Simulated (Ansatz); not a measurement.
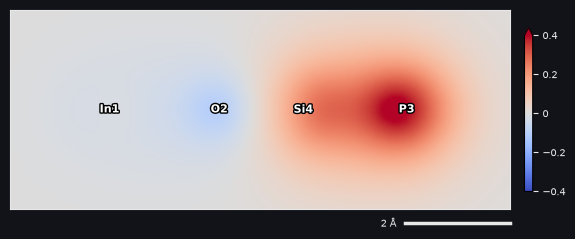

InOPSi (SMILES P#[Si][O][In]). The HOMO on a plane 0.8 Å above a plane that holds the molecular axis (values in Å⁻³ᐟ²; the overall sign is arbitrary).

Geometry: r2SCAN-D4/def2-SVP; core potentials replace the inner electrons of In.

Method: Ansatz, isolated molecule in a Gaussian basis; Kohn-Sham density functional theory, functional PBE0.

```xyz
4

In    0.0000    0.0000   -2.8610
O     0.0000    0.0000   -0.7740
P     0.0000    0.0000    2.8001
Si    0.0000    0.0000    0.8349
```

Question: What is the character of this orbital?

Answer: Its weight (Hirshfeld) is mainly on P3 (about 65 %) and Si4 (about 35 %); π-bonding across P3–Si4. It is one of a degenerate set, so its orientation is arbitrary. Its energy is −5.71 eV.
